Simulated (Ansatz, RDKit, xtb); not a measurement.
# C3H7FSi: which of the isomers drawn lies lowest?, part 1 of 2

A sample of isomers of C3H7FSi is drawn. Aim: find which of them has the lowest free energy at 298.15 K, then its properties. The sample is small against all isomers, and the most stable one of this formula need not be in it.

Plan: many cheap relaxations first (GFN2-xTB), then density-functional screening, relaxation at B3LYP/def2-SVP, vibrations and a final energy. The numbers are computed, not measured.

### 1 Possible bonding patterns

Isomers were taken from a list of plausible structures; this is a sample, not all of them. That gives 3 candidates.

```
label                  SMILES     spin
 c514   F[C@@H]1C[C@H]1[SiH3]  singlet
 c639  F[C@@H]1C[C@@H]1[SiH3]  singlet
 c791          FC1([SiH3])CC1  singlet
```

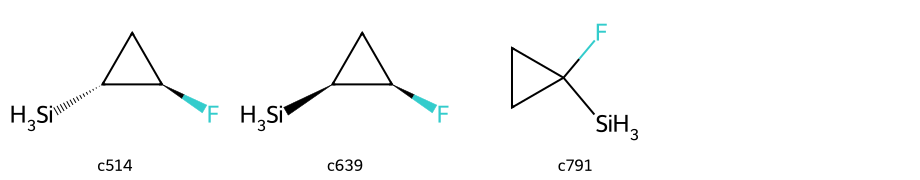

Structural formulas of the candidates.

Candidates are built by distance geometry, with a force field where one applies, in up to four conformers (letters a to d).

### 2 Search with GFN2-xTB

All 3 starts are relaxed the same way. One of them, c639a (taken from a list of positional isomers, embedded by distance geometry and MMFF94), in full:

start.xyz reads:

```xyz
12
c639a
C     -0.852072    -1.331220     1.697109
C     -1.297896    -0.375860     0.642547
C     -0.794185    -1.704538     0.196704
F     -1.814685    -1.912909     2.503335
Si    -1.941880    -2.992509    -0.457496
H      0.062650    -1.161640     2.254334
H     -0.633322     0.477685     0.473840
H     -2.364783    -0.150624     0.599458
H      0.214943    -1.770429    -0.206208
H     -1.524654    -4.384129    -0.092652
H     -3.362864    -2.781731     0.081024
H     -1.978046    -2.915201    -1.941566
```

On the command line:

```
$ xtb start.xyz --gfn 2 --opt
```

Log (excerpt; [...] marks lines left out):

```text
* xtb version 6.7.1
[...]
          :  # basis functions                  33          :
[...]
          :  # electrons                        30          :
[...]
          :  Hamiltonian                  GFN2-xTB          :
[...]
          :  net charge                          0          :
          :  unpaired electrons                  0          :
[...]
   *** convergence criteria satisfied after 11 iterations ***
[...]
   *** GEOMETRY OPTIMIZATION CONVERGED AFTER 6 ITERATIONS ***
[...]
   *** convergence criteria satisfied after 3 iterations ***
[...]
         ::                     SUMMARY                     ::
         :::::::::::::::::::::::::::::::::::::::::::::::::::::
         :: total energy             -16.424087255292 Eh    ::
         :: gradient norm              0.000342688975 Eh/a0 ::
         :: HOMO-LUMO gap              6.056723371210 eV    ::
         ::.................................................::
         :: SCC energy               -16.594879990146 Eh    ::
         :: -> isotropic ES            0.025679306960 Eh    ::
         :: -> anisotropic ES          0.003321878382 Eh    ::
         :: -> anisotropic XC          0.001741776253 Eh    ::
         :: -> dispersion             -0.006748380116 Eh    ::
         :: repulsion energy           0.170792734854 Eh    ::
         :: add. restraining           0.000000000000 Eh    ::
         :: total charge               0.000000000000 e     ::
         :::::::::::::::::::::::::::::::::::::::::::::::::::::
[...]
        15        2.0000           -0.4080516             -11.1036 (HOMO)
        16                         -0.1854711              -5.0469 (LUMO)
[...]
     #   Z          covCN         q      C6AA      α(0)
     1   6 C        3.670     0.143    18.493     6.165
     2   6 C        3.811    -0.076    21.946     6.668
     3   6 C        3.755    -0.139    23.226     6.872
     4   9 F        0.784    -0.258    11.850     4.066
     5  14 Si       3.644     0.456    98.678    19.049
     6   1 H        0.925     0.033     2.550     2.497
     7   1 H        0.926     0.037     2.491     2.468
     8   1 H        0.926     0.047     2.357     2.401
     9   1 H        0.925     0.021     2.712     2.575
    10   1 H        0.918    -0.088     5.164     3.554
    11   1 H        0.919    -0.078     4.849     3.444
    12   1 H        0.918    -0.098     5.492     3.665
[...]
     #   Z sym  total        # sym  WBO       # sym  WBO       # sym  WBO
 ---------------------------------------------------------------------------
     1   6 C    3.854 --     2 C    0.979     3 C    0.975     6 H    0.964
                             4 F    0.927
     2   6 C    3.943 --     8 H    0.981     1 C    0.979     7 H    0.978
                             3 C    0.965
     3   6 C    3.908 --     9 H    0.982     1 C    0.975     2 C    0.965
                             5 Si   0.872
     4   9 F    1.018 --     1 C    0.927
     5  14 Si   3.600 --    11 H    0.903    10 H    0.899    12 H    0.897
                             3 C    0.872
     6   1 H    0.999 --     1 C    0.964
     7   1 H    0.999 --     2 C    0.978
     8   1 H    0.998 --     2 C    0.981
     9   1 H    1.000 --     3 C    0.982
[...]
molecular dipole:
                 x           y           z       tot (Debye)
 q only:        0.195       0.019      -0.717
   full:        0.476       0.304      -0.536       1.979
molecular quadrupole (traceless):
[...]
          | TOTAL ENERGY              -16.424087255292 Eh   |
          | GRADIENT NORM               0.000342688975 Eh/α |
          | HOMO-LUMO GAP               6.056723371210 eV   |
           -------------------------------------------------
[...]
```

It took 0.067 s on 2 threads of Intel Xeon Platinum 8375C at 2.90GHz (Ice Lake), shared host.

### 3 What the search left

3 of the 3 relaxations converged. 3 distinct structures remain:

```
label  start            SMILES after     spin  energy (kcal/mol)
c639a  drawn  F[C@@H]1C[C@@H]1[SiH3]  singlet                0.0
c514a  drawn   F[C@@H]1C[C@H]1[SiH3]  singlet                0.3
c791a  drawn          FC1([SiH3])CC1  singlet                0.9
```

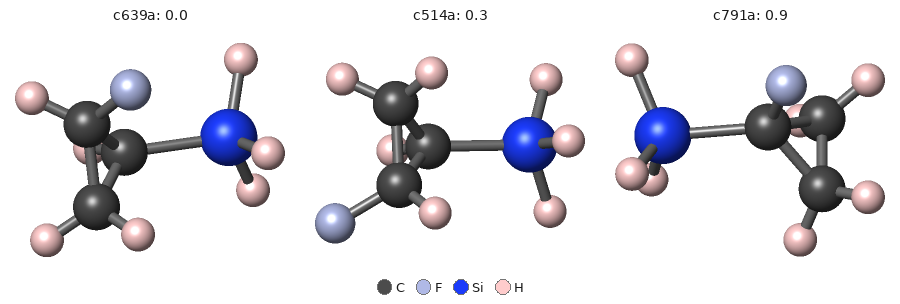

The 3 lowest minima that did not fall apart, with their GFN2-xTB energies in kcal/mol.

### 4 Second filter: single points

A choice of the minima (the low ones first, few conformers of a pattern, up to a cap) and the lowest that fell apart get a single point at r2SCAN-D4/def2-SVP on the tight-binding geometry, and one at HF/STO-3G for comparison. The lowest singlets are also tried as triplets at the same geometry (label ending in t). The first, c639a:

input.yaml reads:

```yaml
crystal:
  periodic: [false, false, false]
  atoms:
    - {symbol: C, position_ang: [-0.845812, -1.348405, 1.670105]}
    - {symbol: C, position_ang: [-1.285105, -0.369975, 0.639349]}
    - {symbol: C, position_ang: [-0.781953, -1.733758, 0.230057]}
    - {symbol: F, position_ang: [-1.808004, -1.925903, 2.452884]}
    - {symbol: Si, position_ang: [-1.990293, -3.018453, -0.450272]}
    - {symbol: H, position_ang: [0.048385, -1.185960, 2.260744]}
    - {symbol: H, position_ang: [-0.669958, 0.499915, 0.463292]}
    - {symbol: H, position_ang: [-2.345137, -0.182653, 0.561309]}
    - {symbol: H, position_ang: [0.218783, -1.756282, -0.185154]}
    - {symbol: H, position_ang: [-1.511063, -4.346589, -0.066299]}
    - {symbol: H, position_ang: [-3.325473, -2.763473, 0.082741]}
    - {symbol: H, position_ang: [-1.991165, -2.871570, -1.908328]}
basis:
  gaussian:
    orbitals: def2-SVP
output: {orbitals: {seedname: orbitals}}
scf:
  lower_state_search: "off"
hamiltonian:
  xc: {name: r2SCAN}
  dispersion: d4
```

On the command line:

```
$ ansatz run input.yaml --threads 2 --pin off --max-ram 5220MiB --events-out events.jsonl --progress --plain --runs-dir runs
```

Log (excerpt; [...] marks lines left out):

```text
Warning: RAYON_NUM_THREADS=2 ignored (pool sized by the plan → 2); use --threads N
Functional definition: r2SCAN
  name "r2SCAN"
[...]
1224 factors; their error is unknown
[...]
mean field -13807.60984332 eV, -507.4203026079 hartree, gradient 3.8e-6 eV, S^2 0.000000; 0 other end points of the search recorded, 0 dependent functions left out
reference -13807.60985328 eV, -507.4203029741 hartree; 24, 24 occupied and 85, 85 virtual orbitals, 1224 factors
Total energy: -13807.66858357 eV, -507.4224612724 hartree
Checks for a lower state left out: stability, starts, cluster_reference, orbital_swaps, neighbouring_geometries, increment
```

Run time: 1.5 s. Hardware: 2 threads of Intel Xeon Platinum 8375C at 2.90GHz (Ice Lake), shared host; peak memory 0.15 GiB.

Relative energies in kcal/mol, each column from its lowest structure that stays in one piece:

```
 label                  SMILES     spin  GFN2-xTB  HF/STO-3G  r2SCAN-D4/def2-SVP
 c639a  F[C@@H]1C[C@@H]1[SiH3]  singlet       0.0        0.0                 0.0
 c514a   F[C@@H]1C[C@H]1[SiH3]  singlet       0.3        0.2                 1.0
 c791a          FC1([SiH3])CC1  singlet       0.9        1.3                 3.2
c791at          FC1([SiH3])CC1  triplet         –          –               165.5
c639at  F[C@@H]1C[C@@H]1[SiH3]  triplet         –          –               173.3
```

### 5 Relaxing the best candidates

3 candidates are relaxed at B3LYP/def2-SVP (chosen among the lowest in one piece). The first, c639a:

input.yaml, as its differences from that of step 4:

```diff
@@ -1 +1,3 @@
+basis:
+  gaussian: {orbitals: def2-SVP}
 crystal:
@@ -15,10 +17,4 @@
     - {symbol: H, position_ang: [-1.991165, -2.871570, -1.908328]}
-basis:
-  gaussian:
-    orbitals: def2-SVP
-output: {orbitals: {seedname: orbitals}}
-scf:
-  lower_state_search: "off"
-hamiltonian:
-  xc: {name: r2SCAN}
-  dispersion: d4
+hamiltonian: {xc: {name: B3LYP}}
+scf: {lower_state_search: off}
+relax: {f_tol: 0.003}
```

On the command line:

```
$ ansatz run input.yaml --threads 2 --pin off --max-ram 5220MiB --events-out events.jsonl --progress --plain --runs-dir runs
```

Log (excerpt; [...] marks lines left out):

```text
Warning: RAYON_NUM_THREADS=2 ignored (pool sized by the plan → 2); use --threads N
[...]
Functional definition: B3LYP
  name "B3LYP"
[...]
1194 factors; integrals over basis functions are off by at most 6.6e-4 eV
[...]
mean field -13812.13043589 eV, -507.5864313207 hartree, gradient 4.0e-6 eV, S^2 0.000000; 0 other end points of the search recorded, 0 dependent functions left out
[...]
reference -13812.13068435 eV, -507.5864404513 hartree; 24, 24 occupied and 85, 85 virtual orbitals, 1194 factors
relax step   1: F+E_penalty+E_count = -13812.13043589 eV  Δ(F+E_penalty+E_count) = +0.000e0 eV  max|allowed force component| = 6.801e-1 eV/Å  Δτ_max = 0.0000 Å  (15 SCF iters, accepted)
[...]
relax step   3: F+E_penalty+E_count = -13812.19332285 eV  Δ(F+E_penalty+E_count) = -6.044e-3 eV  max|allowed force component| = 1.003e-1 eV/Å  Δτ_max = 0.0207 Å  (19 SCF iters, accepted)
[...]
Atom 3 at    -1.765118    -1.947083     2.475260 Å, force    -0.000063     0.000707    -0.000879 eV/Å
Atom 4 at    -1.975379    -3.013958    -0.459618 Å, force    -0.000926    -0.000862    -0.000091 eV/Å
Atom 5 at     0.108958    -1.180767     2.225752 Å, force     0.001148    -0.000021     0.000833 eV/Å
Atom 6 at    -0.683948     0.537073     0.482638 Å, force     0.001158     0.001125    -0.000447 eV/Å
Atom 7 at    -2.379318    -0.166398     0.642333 Å, force    -0.000603    -0.000483     0.000953 eV/Å
Atom 8 at     0.205331    -1.735834    -0.220424 Å, force     0.000285    -0.000548    -0.000403 eV/Å
Atom 9 at    -1.589080    -4.381300    -0.004305 Å, force     0.000034    -0.000028    -0.000025 eV/Å
Atom 10 at    -3.373884    -2.728188    -0.033159 Å, force    -0.000045    -0.000012    -0.000075 eV/Å
Atom 11 at    -1.912307    -2.980917    -1.951065 Å, force     0.000157     0.000156    -0.000173 eV/Å
Dipole moment:     0.278157     0.235907    -0.136625 e Å
Checks for a lower state left out: stability, starts, cluster_reference, orbital_swaps, neighbouring_geometries, increment
```

It took 20 s on 2 threads of Intel Xeon Platinum 8375C at 2.90GHz (Ice Lake), shared host; peak memory 0.23 GiB.

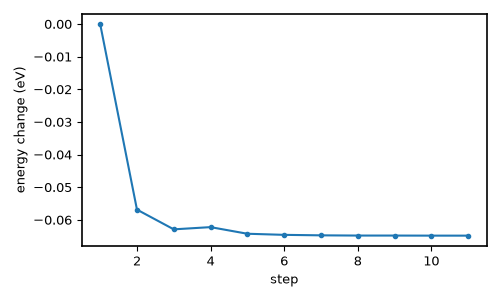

Energy along the run, all evaluated steps.

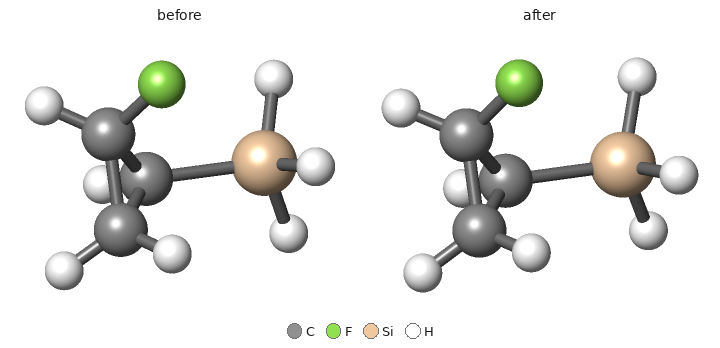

Before and after, at one scale.

After the run. Bond lengths: C1–C2 1.487 Å, C1–C3 1.498 Å, C2–C3 1.534 Å, C1–F4 1.371 Å, C3–Si5 1.883 Å, C1–H6 1.096 Å, C2–H7 1.094 Å, C2–H8 1.094 Å, C3–H9 1.097 Å, Si5–H10 1.492 Å, Si5–H11 1.490 Å, Si5–H12 1.493 Å. Some angles: C1–C2–C3 59.4°, C2–C1–C3 61.8°, C2–C1–F4 117.9°, C3–C1–F4 117.6°, C1–C3–C2 58.7°, C1–C3–Si5 121.0°, C2–C3–Si5 121.1°, C1–C2–H7 118.9°, C1–C2–H8 116.5°, C3–C2–H7 118.9°.

### 6 The relaxed candidates

```
label     spin  r2SCAN-D4/def2-SVP (kcal/mol)  B3LYP/def2-SVP, relaxed (kcal/mol)  time
c639a  singlet                            0.0                                 0.0  20 s
c514a  singlet                            1.0                                 0.9  14 s
c791a  singlet                            3.2                                 3.0  15 s
```

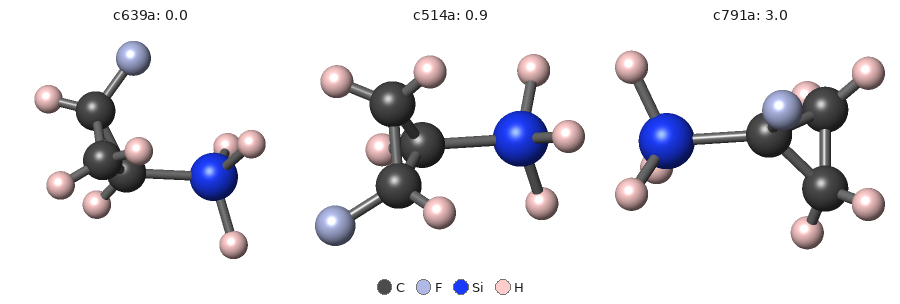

The relaxed structures, with energies at B3LYP/def2-SVP in kcal/mol.

(Continued in part 2 of 2.)
